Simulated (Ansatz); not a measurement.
# SiH₂Cl₂: nudged elastic band

SiH₂Cl₂, computed with RKS PBE0-D4/def2-SVP (Ansatz 0.2.0).

It belongs to a series of runs on one base structure; here: band between the two ends. Figures and captions count atoms from 1; the log counts them from 0 in places.

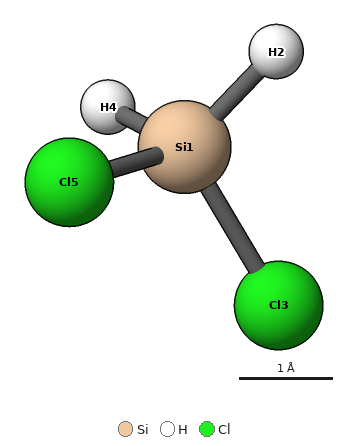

*The starting structure (ball-and-stick view, seen at a tilt; atoms are numbered from 1 in the order of the input).*

Bond lengths as drawn: Cl–Si 2.06 Å and H–Si 1.48 Å.

## The input
```yaml
crystal:
  periodic: [false, false, false]
  atoms:
    - { symbol: Si, position_ang: [0.177483, -0.006961, 0.244885] }
    - { symbol: H, position_ang: [-0.063568, -0.029493, 1.708923] }
    - { symbol: Cl, position_ang: [2.206381, -0.036794, -0.084156] }
    - { symbol: H, position_ang: [-0.391245, 1.198867, -0.405594] }
    - { symbol: Cl, position_ang: [-0.692852, -1.67232, -0.589156] }
basis:
  gaussian: { orbitals: def2-SVP }
hamiltonian:
  xc: pbe0
  dispersion: d4
neb:
  order_check: false
  images: 5
  f_tol: 0.05
  max_iterations: 60
  final_atoms:
    - { symbol: Si, position_ang: [-0.89190061, 0.24852893, 0.02819704] }
    - { symbol: H, position_ang: [1.50836051, -0.30465528, 2.03957534] }
    - { symbol: Cl, position_ang: [1.74445234, 0.14028303, 0.85246941] }
    - { symbol: H, position_ang: [-0.23133336, 1.00836975, -1.12969044] }
    - { symbol: Cl, position_ang: [-0.89337988, -1.63922744, -0.91564935] }
  initial_path:
    images:
      - { positions_ang: [[0.177483, -0.006961, 0.244885], [-0.063568, -0.029493, 1.708923], [2.206381, -0.036794, -0.084156], [-0.391245, 1.198867, -0.405594], [-0.692852, -1.67232, -0.589156]] }
      - { positions_ang: [[0.11838411, -0.00471538, 0.16312253], [0.17760161, -0.0196748, 1.64687857], [2.22551812, -0.02378237, 0.12792283], [-0.49017888, 1.19609535, -0.4328546], [-0.79512596, -1.6946238, -0.63016734]] }
      - { positions_ang: [[0.05928522, -0.00246976, 0.08136007], [0.41877122, -0.00985659, 1.58483415], [2.24465525, -0.01077074, 0.34000167], [-0.58911276, 1.1933237, -0.4601152], [-0.89739993, -1.7169276, -0.67117868]] }
      - { positions_ang: [[0.00018634, -0.00022415, -0.0004024], [0.65994083, -3.839e-05, 1.52278972], [2.26379237, 0.00224088, 0.5520805], [-0.68804664, 1.19055206, -0.4873758], [-0.99967389, -1.7392314, -0.71219002]] }
      - { positions_ang: [[-0.29717598, 0.08269355, 0.00913075], [0.94274739, -0.10157735, 1.69505159], [2.09067903, 0.04825493, 0.65221014], [-0.53580888, 1.12982462, -0.70148068], [-0.96424256, -1.70589675, -0.7800098]] }
      - { positions_ang: [[-0.5945383, 0.16561124, 0.01866389], [1.22555395, -0.20311632, 1.86731347], [1.91756569, 0.09426898, 0.75233977], [-0.38357112, 1.06909719, -0.91558556], [-0.92881122, -1.67256209, -0.84782957]] }
      - { positions_ang: [[-0.89190061, 0.24852893, 0.02819704], [1.50836051, -0.30465528, 2.03957534], [1.74445234, 0.14028303, 0.85246941], [-0.23133336, 1.00836975, -1.12969044], [-0.89337988, -1.63922744, -0.91564935]] }
```

Hardware: 1 thread of Arm Neoverse V2, 24 GiB of memory available, shared host.

Command:
```bash
ansatz run input.yaml --threads 1 --pin off --max-ram 2048MiB --backend cpu --events-out ev --progress --plain --runs-dir out
```

## Log
```
Engine: ansatz 0.2.0, aarch64-unknown-linux-gnu
Functional definition: PBE0
  parameter a = 0.25
  parameter kappa = 0.804
  parameter beta = 0.06672455060314922
  exchange = (1 - a)*pbe_x(kappa = kappa, mu = beta*pi^2/3) + a*exact_x
  correlation = pbe_c(beta = beta)
629 factors; integrals over basis functions are off by at most 1.5e-4 eV
mean field evaluation 1: about -32935.7840 eV, gradient 1.1e1 eV
mean field evaluation 2: about -32935.8763 eV, gradient 8.7e0 eV
mean field evaluation 4: about -32936.0664 eV, gradient 2.1e-1 eV
mean field evaluation 8: about -32936.0674 eV, gradient 5.7e-3 eV
mean field -32936.06736426 eV, -1210.3781507684 hartree, gradient 2.5e-5 eV, S^2 0.000000; 0 other end points of the search recorded, 0 dependent functions left out
the calculation of the forces begins
reference -32936.06738336 eV, -1210.3781514701 hartree; 25, 25 occupied and 39, 39 virtual orbitals, 629 factors
631 factors; integrals over basis functions are off by at most 1.1e-3 eV
mean field evaluation 16: about -32933.3270 eV, gradient 1.7e0 eV
mean field -32933.33790673 eV, -1210.2778450542 hartree, gradient 4.7e-5 eV, S^2 0.000000; 0 other end points of the search recorded, 0 dependent functions left out
[... from here on the field's lines of each further geometry are left out, up to the last ...]
NEB iter   1: max|band force component| = 6.849e0 eV/Å  barrier→ = 4.5538 eV  barrier← = 1.8276 eV  Δτ_max = 0.1846 Å  (161 SCF iters)
NEB iter   2: max|band force component| = 3.271e0 eV/Å  barrier→ = 3.5240 eV  barrier← = 0.7978 eV  Δτ_max = 0.1815 Å  (128 SCF iters)
NEB iter   3: max|band force component| = 1.962e0 eV/Å  barrier→ = 3.2328 eV  barrier← = 0.5066 eV  Δτ_max = 0.2000 Å  (126 SCF iters)
NEB iter   4: max|band force component| = 3.955e0 eV/Å  barrier→ = 3.2248 eV  barrier← = 0.4986 eV  Δτ_max = 0.0991 Å  (129 SCF iters)
NEB iter   5: max|band force component| = 6.833e-1 eV/Å  barrier→ = 3.0553 eV  barrier← = 0.3291 eV  Δτ_max = 0.0984 Å  (118 SCF iters)
NEB iter   6: max|band force component| = 3.864e-1 eV/Å  barrier→ = 2.9916 eV  barrier← = 0.2654 eV  CI = image 3  Δτ_max = 0.0314 Å  (119 SCF iters)
NEB iter   7: max|band force component| = 1.670e-1 eV/Å  barrier→ = 2.9924 eV  barrier← = 0.2662 eV  CI = image 3  Δτ_max = 0.0175 Å  (114 SCF iters)
NEB iter   8: max|band force component| = 6.919e-2 eV/Å  barrier→ = 2.9930 eV  barrier← = 0.2668 eV  CI = image 3  Δτ_max = 0.0063 Å  (111 SCF iters)
the calculation of the forces begins
reference -32933.29177469 eV, -1210.2761497329 hartree; 25, 25 occupied and 39, 39 virtual orbitals, 631 factors
631 factors; integrals over basis functions are off by at most 7.0e-4 eV
mean field -32933.07039635 eV, -1210.2680142290 hartree, gradient 1.2e-5 eV, S^2 0.000000; 1 other end points of the search recorded, 0 dependent functions left out
the calculation of the forces begins
reference -32933.07041574 eV, -1210.2680149415 hartree; 25, 25 occupied and 39, 39 virtual orbitals, 631 factors
NEB iter   9: max|band force component| = 3.036e-2 eV/Å  barrier→ = 2.9925 eV  barrier← = 0.2663 eV  CI = image 3  Δτ_max = 0.0000 Å  (228 SCF iters)
```

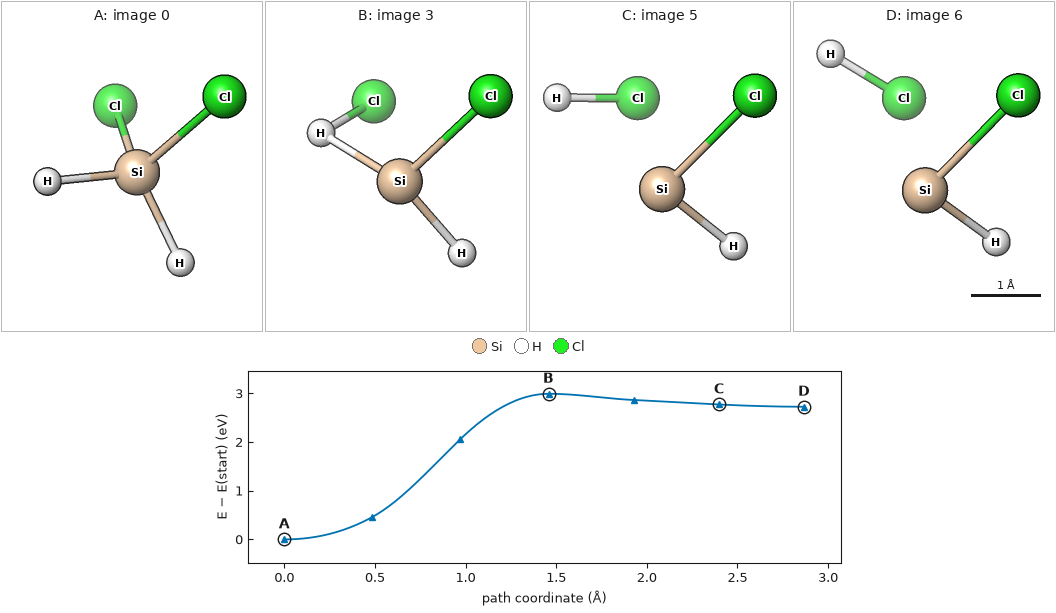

*Images of the last band (counted from 0; ball-and-stick, seen at a tilt) above the energy along the path; the line is a cubic interpolation that uses the forces.*

The highest image is number 3, 2.993 eV above the start and 0.266 eV above the end (the climbing image); the end lies 2.726 eV above the start. The path is 2.87 Å long. The band converged in 9 iterations.

```
Total energy: -32933.17778974 eV, -1210.2719608632 hartree
Atom 0 at    -0.445957     0.010852     0.362988 Å, force     0.003881     0.014146    -0.002591 eV/Å
Atom 1 at     0.898583    -0.040467     1.410433 Å, force    -0.018794    -0.006139     0.003444 eV/Å
Atom 2 at     2.116410     0.022146     0.532810 Å, force     0.028984     0.002132    -0.001965 eV/Å
Atom 3 at    -0.458856     1.122960    -0.652911 Å, force    -0.009383    -0.006864     0.002406 eV/Å
Atom 4 at    -0.873981    -1.662192    -0.778418 Å, force    -0.004687    -0.003276    -0.001294 eV/Å
Dipole moment:    -0.191988     0.191361     0.127623 e Å
this run last wrote the band of iteration 9 to [file]
```

## The last band as extended XYZ (Å, eV, eV/Å)
```
5
Properties=species:S:1:pos:R:3:forces:R:3 image=0 energy=-32936.17029
Si    0.1775   -0.0070    0.2449   -0.0033  -0.0059   0.0090
H    -0.0636   -0.0295    1.7089   -0.0006   0.0012  -0.0129
Cl    2.2064   -0.0368   -0.0842   -0.0052   0.0003  -0.0023
H    -0.3912    1.1989   -0.4056    0.0039  -0.0016   0.0027
Cl   -0.6929   -1.6723   -0.5892    0.0052   0.0058   0.0034
5
Properties=species:S:1:pos:R:3:forces:R:3 image=1 energy=-32935.70974
Si    0.0827   -0.0139    0.2271    1.0516  -0.0214  -0.2282
H     0.2768   -0.0411    1.6806   -1.4530  -0.0046   0.5063
Cl    2.1652    0.0056    0.1611    0.1953  -0.0754  -0.9322
H    -0.4729    1.1444   -0.5258    0.0198   0.0357   0.3622
Cl   -0.8156   -1.6417   -0.6680    0.1863   0.0658   0.2919
5
Properties=species:S:1:pos:R:3:forces:R:3 image=2 energy=-32934.10885
Si   -0.1512   -0.0092    0.2840    2.2125  -0.1327  -0.5748
H     0.6115   -0.0435    1.5634   -2.1419  -0.0415   1.1400
Cl    2.1230    0.0210    0.3575    0.0829  -0.0288  -1.3487
H    -0.4823    1.1393   -0.6003   -0.1859   0.1335   0.4027
Cl   -0.8649   -1.6543   -0.7297    0.0324   0.0694   0.3807
5
Properties=species:S:1:pos:R:3:forces:R:3 image=3 energy=-32933.17777
Si   -0.4460    0.0109    0.3630    0.0039   0.0141  -0.0026
H     0.8986   -0.0405    1.4104   -0.0188  -0.0061   0.0034
Cl    2.1164    0.0221    0.5328    0.0290   0.0021  -0.0020
H    -0.4589    1.1230   -0.6529   -0.0094  -0.0069   0.0024
Cl   -0.8740   -1.6622   -0.7784   -0.0047  -0.0033  -0.0013
5
Properties=species:S:1:pos:R:3:forces:R:3 image=4 energy=-32933.30520
Si   -0.6935    0.0562    0.2862   -0.0993   0.0265  -0.0169
H     1.1450   -0.0276    1.5928    0.1258  -0.0053   0.0644
Cl    2.1281    0.0091    0.7250    0.0125   0.0064   0.0344
H    -0.4288    1.0641   -0.8294   -0.0198  -0.0263  -0.0391
Cl   -0.9145   -1.6485   -0.8996   -0.0192  -0.0013  -0.0429
5
Properties=species:S:1:pos:R:3:forces:R:3 image=5 energy=-32933.39734
Si   -0.7961    0.1281    0.1506   -0.0495   0.0191  -0.0306
H     1.3520   -0.0685    1.9194    0.1241  -0.0234   0.1297
Cl    1.9455   -0.0056    0.7775   -0.0674   0.0124  -0.0270
H    -0.3485    1.0403   -0.9936   -0.0052  -0.0027  -0.0484
Cl   -0.9167   -1.6410   -0.9790   -0.0020  -0.0054  -0.0236
5
Properties=species:S:1:pos:R:3:forces:R:3 image=6 energy=-32933.44410
Si   -0.8919    0.2485    0.0282   -0.0073   0.0013   0.0064
H     1.5084   -0.3047    2.0396   -0.0033  -0.0044   0.0074
Cl    1.7445    0.1403    0.8525    0.0063   0.0035  -0.0076
H    -0.2313    1.0084   -1.1297    0.0027   0.0028  -0.0056
Cl   -0.8934   -1.6392   -0.9156    0.0015  -0.0031  -0.0006
```

## Summary

```csv
quantity,value
outcome,converged
"barrier, forward",2.993 eV
"barrier, backward",0.266 eV
wall time,77 s
peak memory,0.12 GiB
```

## Notes

The order of the saddle point was not checked.
